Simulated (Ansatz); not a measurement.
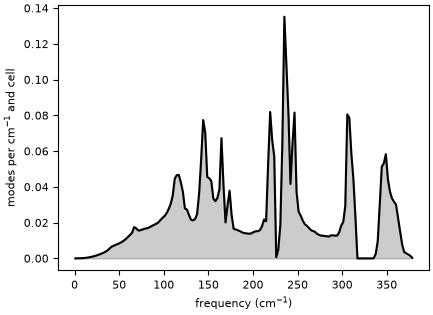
*Phonon density of states of TiSeS in space group P3m1 (No. 156; Ti on 1b, Se on 1c, S on 1a), 3 atoms a cell, plane-wave PAW LDA (Ansatz code)*

**Question.** Estimate the mean frequency and the zero-point energy.

**Answer.** The mean is about 210 cm⁻¹, and (3/2)ħ⟨ω⟩ gives 38.6 meV/atom.

**Question.** What share of the Dulong–Petit heat capacity is reached at 100 K and at 300 K?

**Answer.** 52 % and 91 %.

The workflow started from a Materials Project entry (that database holds measured and hypothetical structures alike); the Crystallography Open Database copy checked does not list it. Whether it is the stable phase at ambient conditions was not checked. Symmetry was held in the LDA relaxation; whether a distortion lowers the energy is not shown. The run is not spin-polarised. A crystal of weakly bound layers computed without a dispersion correction: the cell and the soft elastic constants depend strongly on that. As this level gives no gap, phonon frequencies hold no LO–TO term and depend on the k-mesh and smearing (Fermi–Dirac, 0.1 eV here). Spin–orbit coupling is left out wherever it is not named.

Potentials: the later of the program's two PAW sets.
